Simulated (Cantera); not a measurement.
Input: 1 mol S, 4.1 mol H₂, a varied amount of N₂, at 1348 K and 1 atm.

These are equilibrium values from Cantera (NASA tables, ideal gas, pure condensed phases), not measurements of a reactor. Candidate condensed phases: S; 15 gas species. Equilibrium is a limit: real reactors are often held back by kinetics, nucleation or transport.

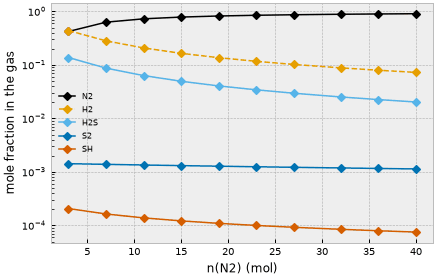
Figure. Equilibrium gas composition (values under 1e-9 drawn at 1e-9)

From 3 mol N₂ to 40 mol N₂ nothing is condensed.
